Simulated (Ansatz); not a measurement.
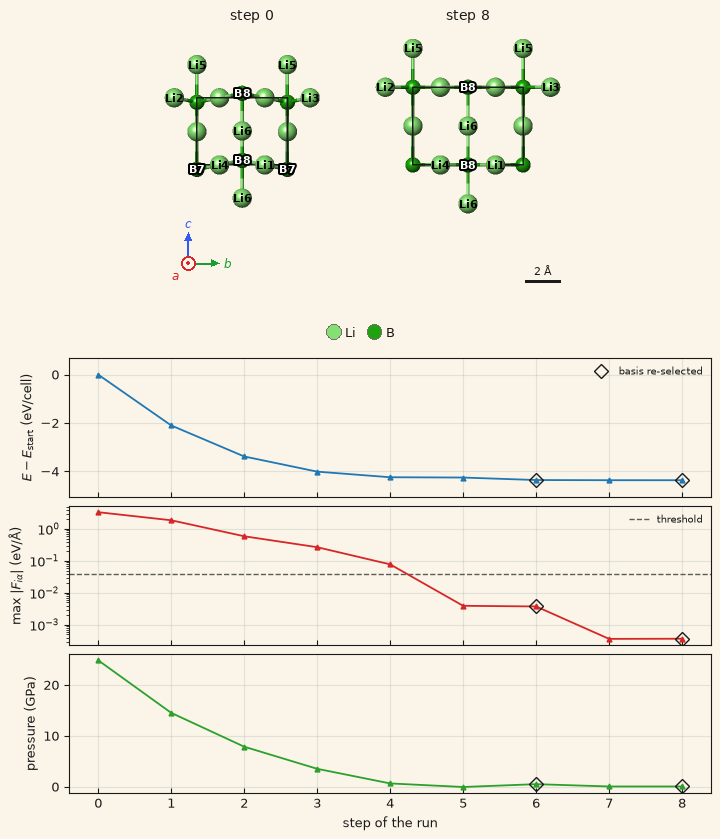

First and last geometry of a relaxation of a crystal of Li$_{3}$B (a generated structure, set up in P4/nmm) (coarse preliminary run), with the history of the run. The picture is a ball-and-stick view of the cell of the calculation, seen along the a axis.

Level of theory: Ansatz, DFT PBE, scalar-relativistic, plane waves, PAW. Set-up: plane-wave cutoff 420 eV; k-point mesh 4 × 4 × 4; occupations gaussian; smearing width 0.1 eV; no spin polarisation; cell and atoms relaxed; force threshold 0.04 eV/Å; at most 70 steps.

### What do the curves and the structures tell?

It converged. Over 6 accepted moves (8 points after the start) the energy falls by 4.363 eV per cell of the calculation. Largest force component: 3.3 eV/Å at the start, 0.00037 eV/Å at the end. Pressure: 24.85 GPa at the start and 0.06 GPa at the end. The SCF was repeated twice at an unchanged geometry on a basis and grid sized afresh for the cell, which shifted the energy by 0.103 eV per cell of the calculation at most. The largest moves relative to the cell, 0.29 Å, are those of B7 and B8. B8 goes along −c. By element the largest moves are B 0.29 Å, Li 0.03 Å. The volume changes by +71.2 %, with a = b 5.179 → 6.301 Å (+21.7 %), c 3.843 → 4.444 Å (+15.6 %). Near-neighbour distances that change, for instance: Li5–B7 1.689 → 2.222 Å, Li1–B7 1.849 → 2.228 Å, Li5–B7 (another image) 2.153 → 2.222 Å. Bond angles that change, for instance: Li1–B8–Li3 164.1° → 180.0°, Li1–B8–Li6 82.1° → 90.0°, Li1–B8–Li6 97.9° → 90.0°. The space group (tolerance 0.01 Å) goes from P4/nmm (No. 129) to P4/mmm (No. 123).

Limits of the set-up: the k-point mesh is coarse for a cell with partly filled bands.
